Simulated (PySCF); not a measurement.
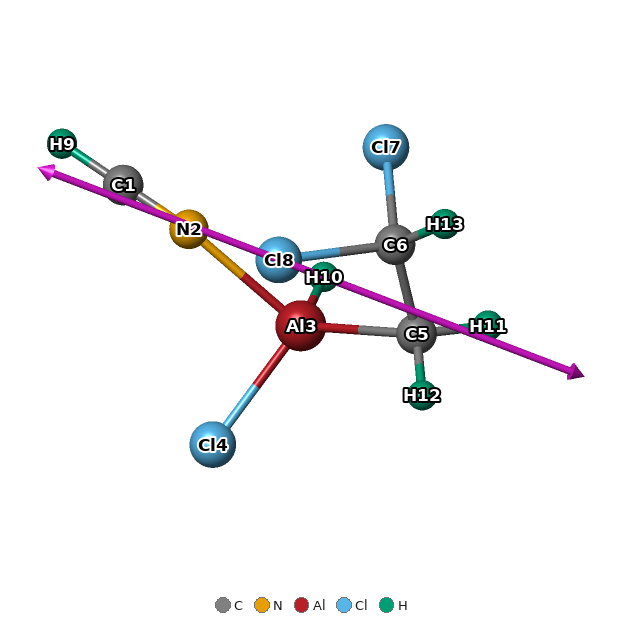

The double arrow shows the direction of the transition dipole to excited singlet state 2 (its length means nothing). The geometry was computed by an optimisation with GFN2-xTB. No frequency run is at hand to confirm it as a minimum. Method: TDDFT PBE0/def2-SVPD, vertical, gas phase, core orbitals frozen in the response (PySCF 2.14.0).

**Where does the transition lie, and how strong is it?**

4.85 eV (256 nm), oscillator strength 0.031, mainly HOMO → LUMO+1 (weight 0.90); transition dipole 1.29 D.

The geometry is semi-empirical. Around Al such bond lengths and angles can be off by a tenth of an ångström or more and by several degrees, and values that hang on the shape move with them.
